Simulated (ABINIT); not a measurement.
# Beyond one shot: LiHF2 (C2/m), part 3 of 3

Wanted: G0W0 and self-consistent gaps of LiHF2 (C2/m), with the cost of the cycles.

ABINIT 10.8.3; PBEsol and many-body steps on it, plane waves. Known limits of the many-body steps: not at the basis limit; coarse k mesh.

So far. Step 10 (evGW, cycle 1): Against G0W0 in ABINIT (4×4×2 mesh, 30 bands, screening to 106.1 eV, Godby-Needs plasmon pole), the gap moves by +1.423 eV. Step 13 (evGW, cycle 2): Against the cycle before, the gap moves by +0.108 eV.

## (14) Screening, 4×4×2 mesh, 30 bands, screening to 106.1 eV

This step: RPA screening on PBEsol, plane waves, norm-conserving pseudopotentials.

Input file run.abi:

```
acell 3*1.0 Angstrom
rprim 
  2.547496000000 -1.534899000000 0.000000000000
  2.547496000000 1.534899000000 0.000000000000
  -2.526944000000 -0.000000000000 4.201520000000
ntypat 3
znucl 3 1 9
natom 4
typat 1 2 3 3
xred 
  0.000000000000 0.000000000000 0.000000000000
  0.000000000000 0.000000000000 0.500000000000
  0.209803000000 0.209803000000 0.750702000000
  0.790197000000 0.790197000000 0.249298000000
pp_dirpath "pseudos"
pseudos "Li.upf, H.upf, F.upf"
ecut 36
ngkpt 4 4 2
nshiftk 1
shiftk 0 0 0
kptopt 1
chksymbreak 0
istwfk *1
occopt 1
irdwfk 1
optdriver 3
nband 30
ecuteps 3.9
inclvkb 2
awtr 1
symchi 1
gwcalctyp 10
mbpt_sciss 6.349 eV
nqptdm 1
qptdm 
  0 0 0
indata_prefix "in"
outdata_prefix "out"
tmpdata_prefix "tmp"
```

The run is started by

```bash
$ OMP_NUM_THREADS=1 mpirun -n 4 abinit run.abi > log
```

Numbers of over 12 decimals in the logs are rounded to 6 here.

The log of the run:

```text
.Version 10.8.3 of ABINIT. v10.8.2 released Aug 2026.

 Symmetries : space group C2/m (# 12); Bravais mC (1-face-center monocl.)
[... echo of the input left out ...]
== DATASET  1 ==================================================================
-   mpi_nproc: 4, omp_nthreads: 1 (-1 if OMP is not activated)

--- !DatasetInfo
iteration_state: {dtset: 1, }
dimensions: {natom: 4, nkpt: 14, mband: 30, nsppol: 1, nspinor: 1, nspden: 1, mpw: 2327, }
cutoff_energies: {ecut:  36.0, pawecutdg:  -1.0, }
[...]
[... chi0 elements left out ...]
 For q-point:  0.000010 0.000020 0.000030
  dielectric constant =   1.7644
  dielectric constant without local fields =   1.8177

  Average fulfillment of the sum rule on Im[epsilon] for q-point    1 :     36.67  [%]
[... wings left out ...]
== END DATASET(S) ==============================================================
================================================================================

 -outvars: echo values of variables after computation  --------
           etotal      0.0000000000E+00
            nband          30
             nkpt          14
          spgroup          12
 [... the other variables as echoed above ...]

 Calculation completed.
```

The job ended after 3.1 s (4 MPI ranks of Arm Neoverse V1, shared host; peak memory 0.24 GiB; 12 s of CPU time).

Numbers from this step:

```
ε∞ with local fields, on this mesh, along the program's q direction : 1.764
the same without local fields                                       : 1.818
plasma frequency                                                    : 27.48 eV
plane waves in the screening matrix                                 : 89
```

This screening uses the functional's bands under a rigid shift, the mean opening of the cycle before.

## (15) Screening, 4×4×2 mesh, 30 bands, screening to 106.1 eV

This step: RPA screening on PBEsol from quasiparticle energies, plane waves, norm-conserving pseudopotentials.

Edit run.abi of step 14 so:

```diff
@@ -31,7 +31,19 @@
 symchi 1
+irdqps 1
 gwcalctyp 10
-mbpt_sciss 6.349 eV
-nqptdm 1
+nqptdm 13
 qptdm 
-  0 0 0
+  0.2500000000 0.0000000000 0.0000000000
+  0.5000000000 0.0000000000 0.0000000000
+  0.2500000000 0.2500000000 0.0000000000
+  0.5000000000 0.2500000000 0.0000000000
+  -0.2500000000 0.2500000000 0.0000000000
+  0.5000000000 0.5000000000 0.0000000000
+  0.0000000000 0.0000000000 0.5000000000
+  0.2500000000 0.0000000000 0.5000000000
+  0.5000000000 0.0000000000 0.5000000000
+  0.2500000000 0.2500000000 0.5000000000
+  0.5000000000 0.2500000000 0.5000000000
+  -0.2500000000 0.2500000000 0.5000000000
+  0.5000000000 0.5000000000 0.5000000000
 indata_prefix "in"
```

Input file mrgscr.stdin:

```
2
merged
q0_SCR
out_SCR
1
```

The run is started by

```bash
$ OMP_NUM_THREADS=1 mpirun -n 4 abinit run.abi > log; mrgscr < mrgscr.stdin
```

The log of the run:

```text
.Version 10.8.3 of ABINIT. v10.8.2 released Aug 2026.

 Symmetries : space group C2/m (# 12); Bravais mC (1-face-center monocl.)
[... echo of the input left out ...]
== DATASET  1 ==================================================================
-   mpi_nproc: 4, omp_nthreads: 1 (-1 if OMP is not activated)

--- !DatasetInfo
iteration_state: {dtset: 1, }
dimensions: {natom: 4, nkpt: 14, mband: 30, nsppol: 1, nspinor: 1, nspden: 1, mpw: 2327, }
cutoff_energies: {ecut:  36.0, pawecutdg:  -1.0, }
[...]
q-point number  1        q = ( 0.250000, 0.000000, 0.000000) [r.l.u.]
--------------------------------------------------------------------------------
[... chi0 elements left out ...]
  Average fulfillment of the sum rule on Im[epsilon] for q-point    2 :     52.90  [%]

--------------------------------------------------------------------------------
  q-point number  2        q = ( 0.500000, 0.000000, 0.000000) [r.l.u.]
--------------------------------------------------------------------------------
[... chi0 elements left out ...]
  Average fulfillment of the sum rule on Im[epsilon] for q-point    3 :     43.49  [%]

 [... 11 further q-points ...]
```

It took 5.3 s on 4 MPI ranks; peak memory 0.41 GiB; 21 s of CPU time.

This step gave:

- plasma frequency: 27.48 eV
- plane waves in the screening matrix: 89

This screening reads the quasiparticle levels of the cycle before.

## (16) evGW, cycle 3

This step: evGW on PBEsol, plane waves, norm-conserving pseudopotentials.

Edit run.abi of step 15 so:

```diff
@@ -25,12 +25,10 @@
 irdwfk 1
-optdriver 3
+optdriver 4
 nband 30
-ecuteps 3.9
-inclvkb 2
-awtr 1
-symchi 1
-irdqps 1
 gwcalctyp 10
-nqptdm 13
-qptdm 
+ecutsigx 36
+symsigma 1
+nkptgw 14
+kptgw 
+  0.0000000000 0.0000000000 0.0000000000
   0.2500000000 0.0000000000 0.0000000000
@@ -48,2 +46,21 @@
   0.5000000000 0.5000000000 0.5000000000
+bdgw 
+  1 13
+  1 13
+  1 13
+  1 13
+  1 13
+  1 13
+  1 13
+  1 13
+  1 13
+  1 13
+  1 13
+  1 13
+  1 13
+  1 13
+ecuteps 3.9
+irdscr 1
+ppmodel 1
+irdqps 1
 indata_prefix "in"
```

The run is started by

```bash
$ OMP_NUM_THREADS=1 mpirun -n 4 abinit run.abi > log
```

The log of the run:

```text
.Version 10.8.3 of ABINIT. v10.8.2 released Aug 2026.

 Symmetries : space group C2/m (# 12); Bravais mC (1-face-center monocl.)
[... echo of the input left out ...]
== DATASET  1 ==================================================================
-   mpi_nproc: 4, omp_nthreads: 1 (-1 if OMP is not activated)

--- !DatasetInfo
iteration_state: {dtset: 1, }
dimensions: {natom: 4, nkpt: 14, mband: 30, nsppol: 1, nspinor: 1, nspden: 1, mpw: 2327, }
cutoff_energies: {ecut:  36.0, pawecutdg:  -1.0, }
[...]
.  kptgw no:  3; Maximum DeltaE = (   0.006   0.062) for band index:  1
[...]
.  kptgw no: 13; Maximum DeltaE = (  -0.002   0.057) for band index:  1
.  kptgw no: 14; Maximum DeltaE = (   0.009   0.072) for band index:  1

== END DATASET(S) ==============================================================
================================================================================

 -outvars: echo values of variables after computation  --------
           etotal      0.0000000000E+00
            nband          30
             nkpt          14
          spgroup          12
 [... the other variables as echoed above ...]

 Calculation completed.
```

The job ended after 24 s (4 MPI ranks; peak memory 0.91 GiB).

Numbers from this step:

```yaml
quasiparticle_gap_on_the_mesh: 14.18 eV
gap_of_the_density_functional_on_the_mesh: 8.408 eV
k_of_the_valence_top: 0, 0, 0
k_of_the_conduction_bottom: 0, 0, 0
least_direct_quasiparticle_gap_on_the_computed_points: 14.18 eV
```

Against the cycle before, the gap moves by +0.013 eV.

## (17) Screening, 4×4×2 mesh, 30 bands, screening to 106.1 eV

This step: RPA screening on PBEsol, plane waves, norm-conserving pseudopotentials.

Input file run.abi:

```
acell 3*1.0 Angstrom
rprim 
  2.547496000000 -1.534899000000 0.000000000000
  2.547496000000 1.534899000000 0.000000000000
  -2.526944000000 -0.000000000000 4.201520000000
ntypat 3
znucl 3 1 9
natom 4
typat 1 2 3 3
xred 
  0.000000000000 0.000000000000 0.000000000000
  0.000000000000 0.000000000000 0.500000000000
  0.209803000000 0.209803000000 0.750702000000
  0.790197000000 0.790197000000 0.249298000000
pp_dirpath "pseudos"
pseudos "Li.upf, H.upf, F.upf"
ecut 36
ngkpt 4 4 2
nshiftk 1
shiftk 0 0 0
kptopt 1
chksymbreak 0
istwfk *1
occopt 1
irdwfk 1
optdriver 3
nband 30
ecuteps 3.9
inclvkb 2
awtr 1
symchi 1
gwcalctyp 10
mbpt_sciss 6.362 eV
nqptdm 1
qptdm 
  0 0 0
indata_prefix "in"
outdata_prefix "out"
tmpdata_prefix "tmp"
```

The log of the run:

```text
.Version 10.8.3 of ABINIT. v10.8.2 released Aug 2026.

 Symmetries : space group C2/m (# 12); Bravais mC (1-face-center monocl.)
[... echo of the input left out ...]
== DATASET  1 ==================================================================
-   mpi_nproc: 4, omp_nthreads: 1 (-1 if OMP is not activated)

--- !DatasetInfo
iteration_state: {dtset: 1, }
dimensions: {natom: 4, nkpt: 14, mband: 30, nsppol: 1, nspinor: 1, nspden: 1, mpw: 2327, }
cutoff_energies: {ecut:  36.0, pawecutdg:  -1.0, }
[...]
[... chi0 elements left out ...]
 For q-point:  0.000010 0.000020 0.000030
  dielectric constant =   1.7640
  dielectric constant without local fields =   1.8173

  Average fulfillment of the sum rule on Im[epsilon] for q-point    1 :     36.69  [%]
[... wings left out ...]
== END DATASET(S) ==============================================================
================================================================================

 -outvars: echo values of variables after computation  --------
           etotal      0.0000000000E+00
            nband          30
             nkpt          14
          spgroup          12
 [... the other variables as echoed above ...]

 Calculation completed.
```

It took 3.1 s on 4 MPI ranks; peak memory 0.23 GiB; 12 s of CPU time.

Numbers from this step:

```yaml
eps_infinity_with_local_fields_on_this_mesh_along_the_program_s_q_direction: 1.764
the_same_without_local_fields: 1.817
plasma_frequency: 27.48 eV
plane_waves_in_the_screening_matrix: 89
```

This screening uses the functional's bands under a rigid shift, the mean opening of the cycle before.

## (18) Screening, 4×4×2 mesh, 30 bands, screening to 106.1 eV

This step: RPA screening on PBEsol from quasiparticle energies, plane waves, norm-conserving pseudopotentials.

Edit run.abi of step 17 so:

```diff
@@ -31,7 +31,19 @@
 symchi 1
+irdqps 1
 gwcalctyp 10
-mbpt_sciss 6.362 eV
-nqptdm 1
+nqptdm 13
 qptdm 
-  0 0 0
+  0.2500000000 0.0000000000 0.0000000000
+  0.5000000000 0.0000000000 0.0000000000
+  0.2500000000 0.2500000000 0.0000000000
+  0.5000000000 0.2500000000 0.0000000000
+  -0.2500000000 0.2500000000 0.0000000000
+  0.5000000000 0.5000000000 0.0000000000
+  0.0000000000 0.0000000000 0.5000000000
+  0.2500000000 0.0000000000 0.5000000000
+  0.5000000000 0.0000000000 0.5000000000
+  0.2500000000 0.2500000000 0.5000000000
+  0.5000000000 0.2500000000 0.5000000000
+  -0.2500000000 0.2500000000 0.5000000000
+  0.5000000000 0.5000000000 0.5000000000
 indata_prefix "in"
```

mrgscr.stdin is that of step 15.

The run is started by

```bash
$ OMP_NUM_THREADS=1 mpirun -n 4 abinit run.abi > log; mrgscr < mrgscr.stdin
```

The log of the run:

```text
.Version 10.8.3 of ABINIT. v10.8.2 released Aug 2026.

 Symmetries : space group C2/m (# 12); Bravais mC (1-face-center monocl.)
[... echo of the input left out ...]
== DATASET  1 ==================================================================
-   mpi_nproc: 4, omp_nthreads: 1 (-1 if OMP is not activated)

--- !DatasetInfo
iteration_state: {dtset: 1, }
dimensions: {natom: 4, nkpt: 14, mband: 30, nsppol: 1, nspinor: 1, nspden: 1, mpw: 2327, }
cutoff_energies: {ecut:  36.0, pawecutdg:  -1.0, }
[...]
q-point number  1        q = ( 0.250000, 0.000000, 0.000000) [r.l.u.]
--------------------------------------------------------------------------------
[... chi0 elements left out ...]
  Average fulfillment of the sum rule on Im[epsilon] for q-point    2 :     52.92  [%]

--------------------------------------------------------------------------------
  q-point number  2        q = ( 0.500000, 0.000000, 0.000000) [r.l.u.]
--------------------------------------------------------------------------------
[... chi0 elements left out ...]
  Average fulfillment of the sum rule on Im[epsilon] for q-point    3 :     43.51  [%]

 [... 11 further q-points ...]
```

Run time: 5.3 s. Hardware: 4 MPI ranks; peak memory 0.41 GiB; 21 s of CPU time.

This step gave:

- plasma frequency: 27.48 eV
- plane waves in the screening matrix: 89

This screening reads the quasiparticle levels of the cycle before.

## (19) evGW, cycle 4

This step: evGW on PBEsol, plane waves, norm-conserving pseudopotentials.

Edit run.abi of step 18 so:

```diff
@@ -25,12 +25,10 @@
 irdwfk 1
-optdriver 3
+optdriver 4
 nband 30
-ecuteps 3.9
-inclvkb 2
-awtr 1
-symchi 1
-irdqps 1
 gwcalctyp 10
-nqptdm 13
-qptdm 
+ecutsigx 36
+symsigma 1
+nkptgw 14
+kptgw 
+  0.0000000000 0.0000000000 0.0000000000
   0.2500000000 0.0000000000 0.0000000000
@@ -48,2 +46,21 @@
   0.5000000000 0.5000000000 0.5000000000
+bdgw 
+  1 13
+  1 13
+  1 13
+  1 13
+  1 13
+  1 13
+  1 13
+  1 13
+  1 13
+  1 13
+  1 13
+  1 13
+  1 13
+  1 13
+ecuteps 3.9
+irdscr 1
+ppmodel 1
+irdqps 1
 indata_prefix "in"
```

The run is started by

```bash
$ OMP_NUM_THREADS=1 mpirun -n 4 abinit run.abi > log
```

The log of the run:

```text
.Version 10.8.3 of ABINIT. v10.8.2 released Aug 2026.

 Symmetries : space group C2/m (# 12); Bravais mC (1-face-center monocl.)
[... echo of the input left out ...]
== DATASET  1 ==================================================================
-   mpi_nproc: 4, omp_nthreads: 1 (-1 if OMP is not activated)

--- !DatasetInfo
iteration_state: {dtset: 1, }
dimensions: {natom: 4, nkpt: 14, mband: 30, nsppol: 1, nspinor: 1, nspden: 1, mpw: 2327, }
cutoff_energies: {ecut:  36.0, pawecutdg:  -1.0, }
[...]
.  kptgw no:  3; Maximum DeltaE = (   0.001   0.062) for band index:  1
[...]
.  kptgw no: 13; Maximum DeltaE = (  -0.001   0.058) for band index:  1
.  kptgw no: 14; Maximum DeltaE = (   0.003   0.069) for band index:  1

== END DATASET(S) ==============================================================
================================================================================

 -outvars: echo values of variables after computation  --------
           etotal      0.0000000000E+00
            nband          30
             nkpt          14
          spgroup          12
 [... the other variables as echoed above ...]

 Calculation completed.
```

Run time: 24 s. Hardware: 4 MPI ranks; peak memory 0.91 GiB.

This step gave:

- quasiparticle gap on the mesh: 14.18 eV
- gap of the density functional on the mesh: 8.408 eV
- k of the valence top: 0, 0, 0
- k of the conduction bottom: 0, 0, 0
- least direct quasiparticle gap on the computed points: 14.18 eV

Against the cycle before, the gap moves by +0.001 eV.

## (20) The runs together

Times are wall times on 4 MPI ranks of Arm Neoverse V1, shared host, good to a factor of about two. A run's time includes the screening step that it read.

| run | mesh | bands | screening cutoff (eV) | DFT gap (eV) | gap on the mesh (eV) | direct (eV) | ε∞ used | time |
| --- | --- | --- | --- | --- | --- | --- | --- | --- |
| G0W0 | 4×4×2 | 30 | 106.1 | 8.408 | 12.639 | 12.639 | 2.05 | 9 s |
| evGW0, cycle 1 | 4×4×2 | 30 | 106.1 | 8.408 | 13.283 | 13.283 | 2.05 | 30 s |
| evGW0, cycle 2 | 4×4×2 | 30 | 106.1 | 8.408 | 13.237 | 13.237 | 2.05 | 30 s |
| evGW0, cycle 3 | 4×4×2 | 30 | 106.1 | 8.408 | 13.229 | 13.229 | 2.05 | 30 s |
| evGW, cycle 1 | 4×4×2 | 30 | 106.1 | 8.408 | 14.062 | 14.062 | 1.80 | 32 s |
| evGW, cycle 2 | 4×4×2 | 30 | 106.1 | 8.408 | 14.170 | 14.170 | 1.77 | 32 s |
| evGW, cycle 3 | 4×4×2 | 30 | 106.1 | 8.408 | 14.183 | 14.183 | 1.76 | 32 s |
| evGW, cycle 4 | 4×4×2 | 30 | 106.1 | 8.408 | 14.184 | 14.184 | 1.76 | 32 s |

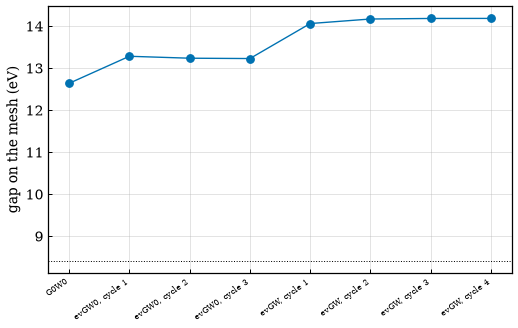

The gap through the cycles; the dotted line is the starting gap.

## (21) Summary of results

```
G0W0           : 12.639 eV
evGW0, cycle 1 : 13.283 eV
evGW0, cycle 2 : 13.237 eV
evGW0, cycle 3 : 13.229 eV
evGW, cycle 1  : 14.062 eV
evGW, cycle 2  : 14.170 eV
evGW, cycle 3  : 14.183 eV
evGW, cycle 4  : 14.184 eV
known limits   : not at the basis limit; coarse k mesh
```

**Reading.** Only the bands that the input lists are updated; the others, empty or deep, keep the functional's energies or take a rigid shift. The evGW loop starts from the last levels of evGW0, so its cycles and time come on top of those. evGW0 ends at 13.23 eV, +0.59 eV from G0W0, after 3 cycles that took 71 s beside the first screening; the last moved the gap by 0.008 eV. evGW ends at 14.18 eV, +1.55 eV from G0W0, after 4 cycles that took 2.1 min beside the first screening; the last moved the gap by 0.001 eV. The first cycle of evGW0 takes the full correction, without the factor Z, so it overshoots the one-shot value. Bands and cutoff are finite, so the gap is not at the basis limit. The miss can reach some tenths of an eV and take either sign; the mesh is an error of its own. The 4×4×2 mesh is coarse for this cell, which bears on the long-range parts of exchange and screening. In the updated screening the q = 0 part is built from Kohn-Sham bands under a rigid shift, the other q from the quasiparticle levels.

[Paths, hosts, dates, memory and timing lines, banners, echoed tables and standing remarks are left out of the program output.]

[Logs are printed without paths, hosts, clocks, repeated set-up lines and the standing remarks that a program may print on its own settings, such as how far it seeks lower states.]

[Runs of the session that timed out or met a known fault of the program may be left out.]

[Hosts, paths, dates, database ids (printed as entryN), source tags and the programs' standing remarks are cut or masked in the printed files.]

[G0W0 gaps are taken among the corrected bands and points alone; a level outside them can change the order at an edge.]

[Where Ansatz stands beside ABINIT at settings called matched, ABINIT's density can come from a denser mesh and the files from another edition; pairs whose starting gaps differed by over 0.03 eV were left out, so agreement reads better than it is.]
